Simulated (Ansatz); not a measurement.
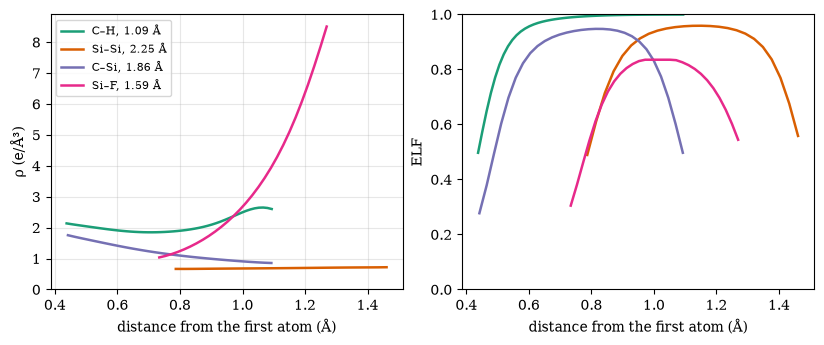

The picture shows: CH₅FSi₂ (SMILES C[SiH][SiH+]F) (charge +1, doublet). Total electron density and electron localisation function along straight lines between neighbouring atoms. The curves leave out the atomic cores.

Geometry: B3LYP/6-31G*.

Method: isolated molecule in a Gaussian basis; Kohn-Sham density functional theory, functional PBE0 in Ansatz 0.2.0.

Input

```
crystal:
  periodic: [false, false, false]
  atoms:
    - {symbol: C, position_ang: [-0.881269, 2.509980, 0.553161]}
    - {symbol: F, position_ang: [-2.270414, -0.635615, -1.590542]}
    - {symbol: Si, position_ang: [-0.065728, 0.847223, 0.388583]}
    - {symbol: Si, position_ang: [-0.889060, -0.845798, -0.838937]}
    - {symbol: H, position_ang: [-1.068015, 2.718997, 1.614281]}
    - {symbol: H, position_ang: [-1.827154, 2.558592, 0.006848]}
    - {symbol: H, position_ang: [-0.204671, 3.285319, 0.171378]}
    - {symbol: H, position_ang: [1.225174, 0.511432, 1.020247]}
    - {symbol: H, position_ang: [-0.311879, -2.190235, -1.019483]}
basis:
  gaussian: {orbitals: def2-TZVPD}
total_charge: 1
hamiltonian: {xc: pbe0}
magnetization: {spin_polarized: true, initial_magnetization: 1}
output: {forces: true, orbitals: {seedname: orbitals}}
```

Command:

```sh
ansatz run input.yaml --threads 1 --pin off --max-ram 2610MiB --events-out events.jsonl --progress --plain --runs-dir runs
```

Compare the contacts.

Answer. C–H (1.09 Å): ρ at the midpoint is about 2 e/Å³; the ELF climbs to about 1 towards the hydrogen, as it does in any bond to H; an ordinary covalent bond to hydrogen.
Si–Si (2.25 Å): ρ at the midpoint is about 0.69 e/Å³; the ELF peaks at about 0.95 between the atoms: a covalent bond.
C–Si (1.86 Å): the density is about 0.97 e/Å³ at the midpoint; the ELF peaks at about 0.95 between the atoms, as expected for a shared electron pair.
Si–F (1.59 Å): ρ is about 1.2 e/Å³ halfway; the ELF peaks at about 0.85 in the valence shell of F, 0.6 Å from its nucleus, and is about 0.55 at the midpoint.
